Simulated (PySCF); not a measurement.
# One shape, several levels: singlet SiH3O+

We compute a comparison of 6 runs (B3LYP/STO-3G, M06-2X/STO-3G, wB97X-V/STO-3G, MP2/STO-3G, NEVPT2(2,2)/STO-3G, QCISD(T)/STO-3G) of singlet SiH3O+. 

Program for the calculation: PySCF 2.14.0.

15 further runs of the same task are left out: 6 that didn't finish, 9 set aside as unsound or not needed.

**1. The system as given**

SiH3O+: 5 atoms, total charge +1, spin state singlet. SMILES of the parent species: `[O][SiH3]`. The shape is that of a GFN2-xTB optimisation. That shape belongs to the parent species and isn't relaxed for this state.

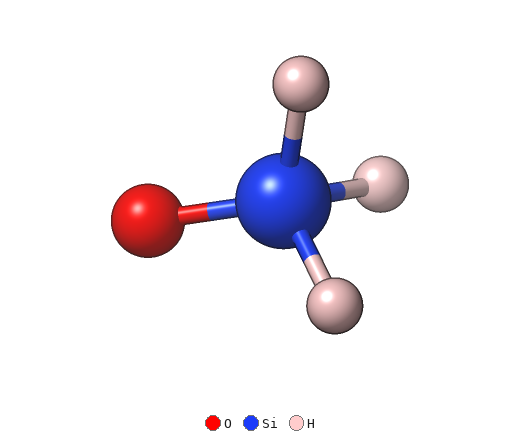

Viewed from a chosen angle; oxygen red, silicon blue, hydrogen pink.

**2. A single-point energy at B3LYP/STO-3G (run 1)**

input.py reads:

```python
from pyscf import gto, dft

molecule = gto.M(
    atom='''
O     -1.416610     0.267850     0.690210
Si    -0.065850     0.007840     0.019870
H     -0.120650    -0.242400    -1.447490
H      0.685890    -1.159260     0.572930
H      0.917210     1.125960     0.164480
''',
    charge=1,
    max_memory=1860,
    verbose=3,
    basis='sto-3g',
)

mf = dft.RKS(molecule)
mf.xc = 'b3lyp'
mf.grids.level = 5
mf.conv_tol = 1e-10
mf.kernel()
if not mf.converged:
    mf = mf.newton().run(mf.mo_coeff, mf.mo_occ)

e_final = mf.e_tot
print('E = %.10f Eh' % e_final)
```

Launch:

```sh
OMP_NUM_THREADS=1 python input.py
```

Standard output:

```text
converged SCF energy = -361.634790803093
E = -361.6347908031 Eh
```

Wall time 4.2 s (1 thread of Arm Neoverse V1, shared host); peak memory 0.19 GiB.

**3. A single-point energy at M06-2X/STO-3G (run 2)**

run.py reads:

```python
from pyscf import gto, dft

mol = gto.Mole()
mol.atom = '''
O     -2.677005     0.506163     1.304308
Si    -0.124438     0.014815     0.037549
H     -0.227995    -0.458070    -2.735360
H      1.296144    -2.190684     1.082681
H      1.733276     2.127756     0.310822
'''
mol.verbose = 4
mol.charge = 1
mol.unit = 'bohr'
mol.max_memory = 1860
mol.basis = 'sto-3g'
mol.spin = 0
mol.build()

calc0 = dft.RKS(mol)
calc0.xc = 'm06-2x'
calc0.grids.level = 5
calc0.conv_tol = 1e-10
calc0.kernel()
if not calc0.converged:
    calc0 = calc0.newton().run(calc0.mo_coeff, calc0.mo_occ)

etot = calc0.e_tot
print(f'total energy: {etot:.8f} hartree')
```

Launch:

```sh
OMP_NUM_THREADS=1 python run.py
```

Standard output:

```text
PySCF version 2.14.0

[INPUT] num. atoms = 5
[INPUT] num. electrons = 24
[INPUT] charge = 1
[INPUT] spin (= nelec alpha-beta = 2S) = 0
[INPUT] symmetry False subgroup None
[INPUT] Mole.unit = bohr
[INPUT] Symbol           X                Y                Z      unit          X                Y                Z       unit  Magmom
[INPUT]  1 O     -1.416610039519   0.267849924611   0.690210069621 AA   -2.677005000000   0.506163000000   1.304308000000 Bohr   0.0
[INPUT]  2 Si    -0.065849753772   0.007839760380   0.019870075093 AA   -0.124438000000   0.014815000000   0.037549000000 Bohr   0.0
[INPUT]  3 H     -0.120649758204  -0.242400205006  -1.447490175662 AA   -0.227995000000  -0.458070000000  -2.735360000000 Bohr   0.0
[INPUT]  4 H      0.685889866871  -1.159260049127   0.572930111896 AA    1.296144000000  -2.190684000000   1.082681000000 Bohr   0.0
[INPUT]  5 H      0.917210159435   1.125959985598   0.164479919053 AA    1.733276000000   2.127756000000   0.310822000000 Bohr   0.0

[... 75 lines left out ...]
converged SCF energy = -361.623567990403
total energy: -361.62356799 hartree
```

It took 5.1 s on 1 thread of Arm Neoverse V1, shared host; peak memory 0.19 GiB.

**4. The energy at wB97X-V/STO-3G (run 3)**

calc.py reads:

```python
from pyscf import gto, dft

molecule = gto.Mole()
molecule.atom = '''
O       -1.416610       0.267850       0.690210
Si      -0.065850       0.007840       0.019870
H       -0.120650      -0.242400      -1.447490
H        0.685890      -1.159260       0.572930
H        0.917210       1.125960       0.164480
'''
molecule.charge = 1
molecule.max_memory = 1860
molecule.basis = 'sto-3g'
molecule.verbose = 3
molecule.build()

myscf = dft.RKS(molecule, xc='wb97x-v')
myscf.nlcgrids.level = 1
myscf.conv_tol = 1e-10
myscf.grids.level = 5
myscf.kernel()
if not myscf.converged:
    myscf = myscf.newton().run(myscf.mo_coeff, myscf.mo_occ)

e_final = myscf.e_tot
print(f'total energy: {e_final:.8f} hartree')
```

Launch:

```sh
OMP_NUM_THREADS=1 python calc.py
```

Standard output:

```text
converged SCF energy = -361.561743658337
total energy: -361.56174366 hartree
```

Wall time 27 s (1 thread of Arm Neoverse V1, shared host); peak memory 0.19 GiB.

Runs 4 to 5 aren't shown in full; the table further down has their settings and results.

**5. A single-point energy at QCISD(T)/STO-3G (run 6)**

run.py reads:

```python
from pyscf import gto, scf, cc

system = gto.M(
    atom=[
    ('O', (-1.416610, 0.267850, 0.690210)),
    ('Si', (-0.065850, 0.007840, 0.019870)),
    ('H', (-0.120650, -0.242400, -1.447490)),
    ('H', (0.685890, -1.159260, 0.572930)),
    ('H', (0.917210, 1.125960, 0.164480)),
],
    verbose=3,
    charge=1,
    basis='sto-3g',
    max_memory=1860,
)

mf = scf.RHF(system)
mf.conv_tol = 1e-10
mf.kernel()
if not mf.converged:
    mf = mf.newton().run(mf.mo_coeff, mf.mo_occ)

mycc = cc.QCISD(mf, frozen=6)
mycc.kernel()
e_t = mycc.qcisd_t()
e_tot = mycc.e_tot + e_t
print(f'total energy: {e_tot:.8f} hartree')
```

Launch:

```sh
OMP_NUM_THREADS=1 python run.py
```

Standard output:

```text
converged SCF energy = -360.731589900653
E(QCISD) = -360.8712640438711  E_corr = -0.1396741432179167
QCISD(T) correction = -0.0077906684939265
total energy: -360.87905471 hartree
```

Run time: 1.1 s. Hardware: 1 thread of Arm Neoverse V1, shared host; peak memory 0.1 GiB.

**6. Overview of the runs**

| run | level | nlc grid | integration grid | energy (Eh) | HOMO energy (eV) | LUMO energy (eV) | HOMO–LUMO gap (eV) | wall time |
| --- | --- | --- | --- | --- | --- | --- | --- | --- |
| 1 | B3LYP/STO-3G | – | 5 | -361.634791 | -14.41 | -13.46 | 0.95 | 4.2 s |
| 2 | M06-2X/STO-3G | – | 5 | -361.623568 | -16.04 | -12.19 | 3.85 | 5.1 s |
| 3 | wB97X-V/STO-3G | 1 | 5 | -361.561744 | -17.09 | -11.10 | 5.99 | 27 s |
| 4 | MP2/STO-3G | – | – | -360.815054 | -18.20 | -8.48 | 9.72 | 0.83 s |
| 5 | NEVPT2(2,2)/STO-3G | – | – | -360.841100 | -18.20 | -8.48 | 9.72 | 1.2 s |
| 6 | QCISD(T)/STO-3G | – | – | -360.879055 | -18.20 | -8.48 | 9.72 | 1.1 s |

**7. Outcome**

| quantity | value |
| --- | --- |
| run 6: total energy | -360.87905 Eh |
| run 6: HOMO energy (Hartree–Fock orbitals) | -18.20 eV |
| run 6: LUMO energy (Hartree–Fock orbitals) | -8.48 eV |
| run 6: HOMO–LUMO gap (Hartree–Fock orbitals) | 9.72 eV |
| run 6: correlation energy (6 core orbitals frozen) | -147.5 mEh |
| run 6: (T) correction | -7.79 mEh |
| run 6: T1 diagnostic | 0.066 |

**Reading.** Over runs 1, 2, 3 the HOMO–LUMO gap runs from 0.95 eV (B3LYP/STO-3G) to 5.99 eV (wB97X-V/STO-3G). Totals of different functionals can't be ranked against each other. In run 6 the T1 diagnostic is large, so a single reference may not serve. In runs 1, 2, 3, 4, 5, 6 the basis is minimal, so the values are rough. All runs together took 40 s, the longest 27 s.
